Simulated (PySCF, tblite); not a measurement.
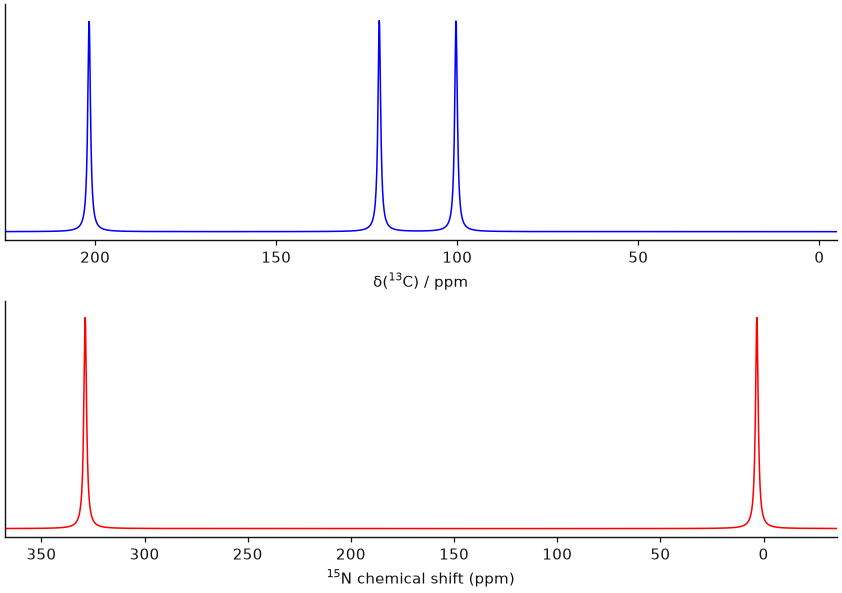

GIAO shifts, PBE0/pcSseg-1 in PySCF, at a GFN2-xTB geometry (a minimum by its frequencies), against TMS for ¹³C and NH₃ for ¹⁵N computed at the same level (¹⁵N: a single molecule, while the usual scales start at liquid NH₃ or nitromethane; multiply bonded nitrogen can come out tens of ppm too deshielded). Gas phase, fully decoupled, line heights follow the number of nuclei, widths are arbitrary (no quadrupolar broadening); values of one conformer, averaged over nuclei that symmetry, rotation about single bonds or inversion at nitrogen exchange, these motions taken as fast; other conformers aren't averaged in.

### Which structure fits the spectrum?
A. C₄H₁₀FNSi, SMILES N[Si@H](CF)C1CC1
B. C₂H₁₀BNSi, SMILES CB[SiH2]NC
C. C₃H₅FN₂Si, SMILES N#C/C=C(/F)[SiH2]N
D. C₃H₁₀N₂Si, SMILES N[C@H]1CN[SiH2]C1

Option C. Its ¹³C signals: 201.7 (1 C), 121.5 (1 C), 100.3 (1 C) ppm. Its ¹⁵N signals: 328.8 (1 N), 3.3 (1 N) ppm.

Note: the tight-binding geometry is rougher than a DFT one and adds to the error.
